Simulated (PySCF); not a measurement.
# One shape, several levels: C2H5FSi (SMILES F/C=C/[SiH3])

Wanted: a comparison of 6 runs (HF/STO-3G, HF/3-21G, PBE/6-31G, B3LYP/6-31G*, PBE0/def2-SVP, SVWN5/def2-SVP) of C2H5FSi. The job is set up through a Python script.

The results are computed with PySCF 2.14.0.

### 1 The molecule

C2H5FSi has 9 atoms, charge 0, and is taken as a singlet. As SMILES, `F/C=C/[SiH3]`. The shape is that of a PBE0-D4/def2-TZVP optimisation.

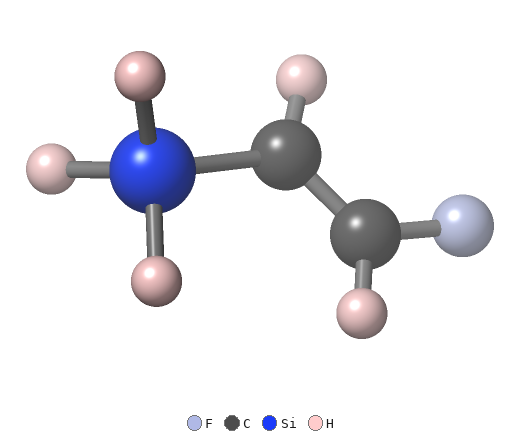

Viewed from a chosen angle; fluorine light blue, carbon dark grey, silicon blue, hydrogen pink.

### 2 Energy and forces at HF/STO-3G (run 1)

Input file geometry.xyz:

```xyz
9

F     -1.259900     2.360900     0.506400
C     -0.578300     1.355000    -0.048000
C     -0.336700     0.219900     0.584900
Si     0.614100    -1.145000    -0.228900
H     -0.264200     1.599600    -1.058100
H     -0.716100     0.118100     1.598600
H      1.843700    -1.465600     0.542800
H     -0.206700    -2.381600    -0.316300
H      0.992500    -0.707600    -1.598500
```

Input file run.py:

```python
from pyscf import gto, scf

system = gto.Mole()
system.atom = 'geometry.xyz'
system.verbose = 4
system.basis = 'sto-3g'
system.max_memory = 1860
system.charge = 0
system.build()

mf = scf.RHF(system)
mf.conv_tol = 1e-10
mf.kernel()
if not mf.converged:
    mf = mf.newton().run(mf.mo_coeff, mf.mo_occ)

e_tot = mf.e_tot
print('E(%s) = %.9f' % ('HF', e_tot))
grad = mf.nuc_grad_method().kernel()
dip = mf.dip_moment()
pop, q = mf.mulliken_pop()
```

Command:

```console
$ OMP_NUM_THREADS=1 python run.py
```

The log of the run:

```text
PySCF version 2.14.0

[... 63 lines left out ...]
converged SCF energy = -461.317344210088
[... 12 lines left out ...]
Dipole moment(X, Y, Z, Debye):  0.47678, -0.66507, -0.42805
 ** Mulliken pop  **
pop of  0 F 1s            1.99898
pop of  0 F 2s            1.93835
pop of  0 F 2px           1.76304
pop of  0 F 2py           1.58788
pop of  0 F 2pz           1.85378
pop of  1 C 1s            1.99338
pop of  1 C 2s            1.13137
pop of  1 C 2px           0.94945
pop of  1 C 2py           0.88472
pop of  1 C 2pz           0.96183
pop of  2 C 1s            1.99299
pop of  2 C 2s            1.21554
pop of  2 C 2px           1.05655
pop of  2 C 2py           1.02293
pop of  2 C 2pz           1.00212
pop of  3 Si 1s           1.99960
pop of  3 Si 2s           1.98725
pop of  3 Si 3s           1.17579
pop of  3 Si 2px          1.96479
pop of  3 Si 2py          1.96435
pop of  3 Si 2pz          1.96470
pop of  3 Si 3px          0.75399
pop of  3 Si 3py          0.73283
pop of  3 Si 3pz          0.75207
pop of  4 H 1s            0.94090
pop of  5 H 1s            0.93948
pop of  6 H 1s            1.15658
pop of  7 H 1s            1.15658
pop of  8 H 1s            1.15819
 ** Mulliken atomic charges  **
charge of    0F =     -0.14202
charge of    1C =      0.07925
charge of    2C =     -0.29012
charge of    3Si =      0.70461
charge of    4H =      0.05910
charge of    5H =      0.06052
charge of    6H =     -0.15658
charge of    7H =     -0.15658
charge of    8H =     -0.15819
```

It took 3.3 s on 1 thread of Intel Xeon at 2.50GHz (Skylake/Cascade Lake), shared host; peak memory 0.12 GiB.

### 3 Energy and forces at HF/3-21G (run 2)

Input file input.xyz:

```xyz
9
C2H5FSi
F     -1.259900     2.360900     0.506400
C     -0.578300     1.355000    -0.048000
C     -0.336700     0.219900     0.584900
Si     0.614100    -1.145000    -0.228900
H     -0.264200     1.599600    -1.058100
H     -0.716100     0.118100     1.598600
H      1.843700    -1.465600     0.542800
H     -0.206700    -2.381600    -0.316300
H      0.992500    -0.707600    -1.598500
```

Input file run.py:

```python
# FC=C[SiH3]
from pyscf import gto, scf

mol = gto.M(
    atom='input.xyz',
    basis='3-21g',
    charge=0,
    verbose=3,
    max_memory=1860,
    spin=0,
)

calc0 = scf.RHF(mol)
calc0.conv_tol = 1e-10
calc0.kernel()
if not calc0.converged:
    calc0 = calc0.newton().run(calc0.mo_coeff, calc0.mo_occ)

energy = calc0.e_tot
print('Final energy', energy)
grad = calc0.nuc_grad_method().kernel()
calc0.analyze()
```

Command:

```console
$ OMP_NUM_THREADS=1 python run.py
```

The log of the run:

```text
converged SCF energy = -464.473903590479
Final energy -464.47390359047915
--------------- RHF gradients ---------------
         x                y                z
0 F     0.0124211597    -0.0188688491    -0.0095328453
1 C    -0.0137529962     0.0230112521     0.0083250790
2 C     0.0104407822    -0.0224162461    -0.0010631657
3 Si    -0.0072913309     0.0137663292     0.0028358890
4 H     0.0022640513     0.0051904214    -0.0109423060
5 H    -0.0029654415    -0.0012566200     0.0084201709
6 H    -0.0007248025     0.0001917816     0.0005676490
7 H    -0.0001636584     0.0004246676     0.0008090171
8 H    -0.0002277638    -0.0000427366     0.0005805119
----------------------------------------------
**** MO energy ****
MO #1   energy= -68.3050772550235  occ= 2
MO #2   energy= -26.17521312483    occ= 2
MO #3   energy= -11.2882625235562  occ= 2
MO #4   energy= -11.1774460431774  occ= 2
MO #5   energy= -6.11555104470587  occ= 2
MO #6   energy= -4.21158670626483  occ= 2
MO #7   energy= -4.2112826438164   occ= 2
MO #8   energy= -4.21098370510655  occ= 2
MO #9   energy= -1.61883911706602  occ= 2
MO #10  energy= -1.06170384322058  occ= 2
MO #11  energy= -0.831918678617409 occ= 2
MO #12  energy= -0.758505725940029 occ= 2
MO #13  energy= -0.703818573209539 occ= 2
MO #14  energy= -0.67598318907592  occ= 2
MO #15  energy= -0.663969609316781 occ= 2
MO #16  energy= -0.555538723335446 occ= 2
MO #17  energy= -0.494469210883454 occ= 2
MO #18  energy= -0.492978989174896 occ= 2
MO #19  energy= -0.483530443735817 occ= 2
MO #20  energy= -0.383214040248167 occ= 2
MO #21  energy= 0.148492556010237  occ= 0
MO #22  energy= 0.172879227881007  occ= 0
MO #23  energy= 0.199058451606021  occ= 0
MO #24  energy= 0.240679129798756  occ= 0
MO #25  energy= 0.280089586952853  occ= 0
MO #26  energy= 0.308030711438564  occ= 0
MO #27  energy= 0.329041870688924  occ= 0
MO #28  energy= 0.422811635167005  occ= 0
MO #29  energy= 0.457181461663198  occ= 0
MO #30  energy= 0.4819330946236    occ= 0
MO #31  energy= 0.483189850993725  occ= 0
MO #32  energy= 0.631599125088841  occ= 0
MO #33  energy= 0.635252598313478  occ= 0
MO #34  energy= 0.944470139819074  occ= 0
MO #35  energy= 0.969988587621563  occ= 0
MO #36  energy= 1.01269758585235   occ= 0
MO #37  energy= 1.07953279690317   occ= 0
MO #38  energy= 1.08304337866809   occ= 0
MO #39  energy= 1.27874250287841   occ= 0
MO #40  energy= 1.31600953822025   occ= 0
MO #41  energy= 1.34931257615555   occ= 0
MO #42  energy= 1.36116124064345   occ= 0
MO #43  energy= 1.38282900307261   occ= 0
MO #44  energy= 1.55521366253871   occ= 0
MO #45  energy= 1.6311794339779    occ= 0
MO #46  energy= 1.96230494736357   occ= 0
MO #47  energy= 2.28428115729553   occ= 0
MO #48  energy= 2.45227558507055   occ= 0
MO #49  energy= 2.47942389099793   occ= 0
MO #50  energy= 4.08601010741905   occ= 0
 ** Mulliken atomic charges  **
charge of    0F =     -0.27682
charge of    1C =      0.22924
charge of    2C =     -0.41761
charge of    3Si =      0.56597
charge of    4H =      0.11090
charge of    5H =      0.12721
charge of    6H =     -0.11225
charge of    7H =     -0.11225
charge of    8H =     -0.11440
Dipole moment(X, Y, Z, Debye):  0.55351, -0.64997, -0.62693
```

Run time: 3.6 s. Hardware: 1 thread of Intel Xeon at 2.50GHz (Skylake/Cascade Lake), shared host; peak memory 0.12 GiB.

Runs 3 to 5 aren't shown in full; the table further down has their settings and results.

### 4 Energy and forces at SVWN5/def2-SVP (run 6)

Input file input.py:

```python
import pyscf.grad
from pyscf import gto, dft

system = gto.Mole()
system.atom = [
    ('F', (-1.259900, 2.360900, 0.506400)),
    ('C', (-0.578300, 1.355000, -0.048000)),
    ('C', (-0.336700, 0.219900, 0.584900)),
    ('Si', (0.614100, -1.145000, -0.228900)),
    ('H', (-0.264200, 1.599600, -1.058100)),
    ('H', (-0.716100, 0.118100, 1.598600)),
    ('H', (1.843700, -1.465600, 0.542800)),
    ('H', (-0.206700, -2.381600, -0.316300)),
    ('H', (0.992500, -0.707600, -1.598500)),
]
system.spin = 0
system.basis = 'def2-svp'
system.max_memory = 1860
system.verbose = 3
system.build()

mf = dft.RKS(system)
mf.xc = 'svwn'
mf.conv_tol = 1e-10
mf.grids.level = 5
mf.kernel()
if not mf.converged:
    mf = mf.newton().run(mf.mo_coeff, mf.mo_occ)

e_final = mf.e_tot
print(f'total energy: {e_final:.8f} hartree')
grad = mf.Gradients().kernel()
mf.analyze()
```

Command:

```console
$ OMP_NUM_THREADS=1 python input.py
```

The log of the run:

```text
converged SCF energy = -465.750141816764
[... 14 lines left out ...]
MO #5   energy= -5.02285938436438  occ= 2
[... 7 lines left out ...]
MO #13  energy= -0.473149835887477 occ= 2
[... 7 lines left out ...]
MO #21  energy= -0.0474210042619019 occ= 0
[... 7 lines left out ...]
MO #29  energy= 0.198335554819968  occ= 0
[... 7 lines left out ...]
MO #37  energy= 0.424558608108924  occ= 0
[... 7 lines left out ...]
MO #45  energy= 0.642991393477935  occ= 0
[... 7 lines left out ...]
MO #53  energy= 1.1449751891262    occ= 0
[... 7 lines left out ...]
MO #61  energy= 1.56632432803256   occ= 0
[... 7 lines left out ...]
MO #69  energy= 1.83028250617827   occ= 0
[... 7 lines left out ...]
MO #77  energy= 2.31296374375543   occ= 0
[... 7 lines left out ...]
MO #85  energy= 3.73226037987284   occ= 0
[... 10 lines left out ...]
Dipole moment(X, Y, Z, Debye):  0.24944, -0.24907, -0.32904
```

Wall time 29 s (1 thread of Intel Xeon at 2.50GHz (Skylake/Cascade Lake), shared host); peak memory 0.46 GiB.

### 5 Overview of the runs

| run | level | integration grid | energy (Eh) | dipole moment (D) | HOMO energy (eV) | LUMO energy (eV) | wall time |
| --- | --- | --- | --- | --- | --- | --- | --- |
| 1 | HF/STO-3G | – | -461.317344 | 0.92 | -7.99 | 8.47 | 3.3 s |
| 2 | HF/3-21G | – | -464.473904 | 1.06 | -10.43 | 4.04 | 3.6 s |
| 3 | PBE/6-31G | 5 | -468.069910 | 0.70 | -6.34 | -0.82 | 29 s |
| 4 | B3LYP/6-31G* (spherical functions) | 5 | -468.515111 | 0.46 | -7.28 | -0.01 | 48 s |
| 5 | PBE0/def2-SVP | 5 | -467.976186 | 0.62 | -7.79 | -0.13 | 46 s |
| 6 | SVWN5/def2-SVP | 5 | -465.750142 | 0.48 | -6.64 | -1.29 | 29 s |

### 6 Results

```
                       quantity          value
            run 6: total energy  -465.75014 Eh
           run 6: dipole moment         0.48 D
             run 6: HOMO energy       -6.64 eV
             run 6: LUMO energy       -1.29 eV
           run 6: HOMO–LUMO gap        5.35 eV
run 6: largest force on an atom     1.256 eV/Å
```

The dipole moment (its size) runs from 0.46 D (B3LYP/6-31G*) to 1.06 D (HF/3-21G). The two ends differ in method and basis. The HOMO–LUMO gap runs from 5.35 eV (SVWN5/def2-SVP) to 16.46 eV (HF/STO-3G). Totals of different functionals can't be ranked against each other. In run 1 the basis is minimal, so the values are rough. All runs together took 2.6 min, the longest 48 s.
